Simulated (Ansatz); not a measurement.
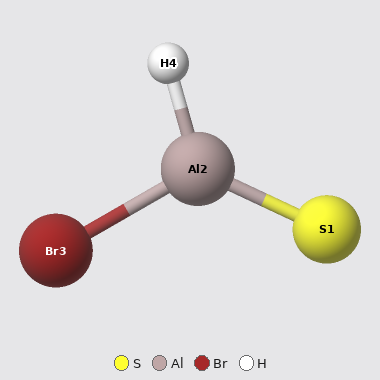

The system is AlBrHS, SMILES [S-][AlH][Br], charge −1; the picture shows the reference structure. First axis: bond length Al2–Br3. Second axis: angle Br3–Al2–S1. Nothing is relaxed (all other coordinates rigid). Grid: 9 × 9 points. All energies are given in eV relative to the relaxed molecule at the same level. The reference is spin-restricted, which grows unreliable where a bond is stretched far. Level of theory: RKS BHLYP-D4/def2-TZVPD in Ansatz.

Its coordinates:

```xyz
4

S    -2.0558    0.1192   -0.6097
Al   -0.0771    0.1799   -0.0530
Br    1.1921   -1.6901    0.6321
H     0.9408    1.3910    0.0307
```

Range: bond length Al2–Br3 from 1.936 to 3.542 Å; angle Br3–Al2–S1 from 79.9 to 169.9°.

Question: What will the energy surface look like?

Answer: The lowest grid point is at bond length Al2–Br3 = 2.338 Å, angle Br3–Al2–S1 = 124.9°, 0.0024 eV from the relaxed molecule at the same level. No other kind of well shows on this grid. The highest grid point, bond length Al2–Br3 = 1.936 Å, angle Br3–Al2–S1 = 169.9°, lies 4.83 eV above the lowest. Round the minimum the two coordinates are weakly coupled (coupling −0.07 in units of the two stiffnesses).

| angle Br3–Al2–S1 ↓, bond length Al2–Br3 → | 1.936 | 2.137 | 2.338 | 2.539 | 2.739 | 2.940 | 3.141 | 3.342 | 3.542 |
| --- | --- | --- | --- | --- | --- | --- | --- | --- | --- |
| 169.9 | 4.83 | 3.03 | 2.19 | 1.83 | 1.70 | 1.70 | 1.76 | 1.85 | 1.97 |
| 158.7 | 3.18 | 1.67 | 1.09 | 0.97 | 1.04 | 1.20 | 1.38 | 1.57 | 1.74 |
| 147.4 | 2.21 | 0.86 | 0.45 | 0.45 | 0.64 | 0.88 | 1.13 | 1.37 | 1.59 |
| 136.2 | 1.70 | 0.45 | 0.11 | 0.18 | 0.43 | 0.72 | 1.01 | 1.28 | 1.52 |
| 124.9 | 1.52 | 0.31 | 0.00 | 0.11 | 0.38 | 0.69 | 0.99 | 1.28 | 1.53 |
| 113.7 | 1.61 | 0.40 | 0.10 | 0.21 | 0.48 | 0.79 | 1.09 | 1.38 | 1.62 |
| 102.4 | 2.00 | 0.75 | 0.42 | 0.49 | 0.74 | 1.02 | 1.30 | 1.57 | 1.80 |
| 91.2 | 2.79 | 1.44 | 1.01 | 1.01 | 1.18 | 1.41 | 1.64 | 1.86 | 2.05 |
| 79.9 | 4.29 | 2.72 | 2.09 | 1.90 | 1.92 | 2.02 | 2.14 | 2.28 | 2.41 |

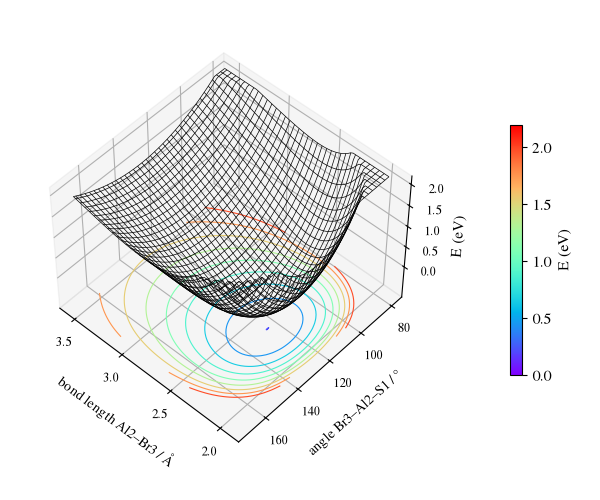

The picture shows a relief with its contours projected below, any walls above the top of the colour scale cut off. Between grid points the surface is interpolated.

Time for the 81 points that were run: 8.3 min on 1 thread of Intel(R) Xeon(R) Platinum 8488C (Sapphire Rapids), on a shared host.
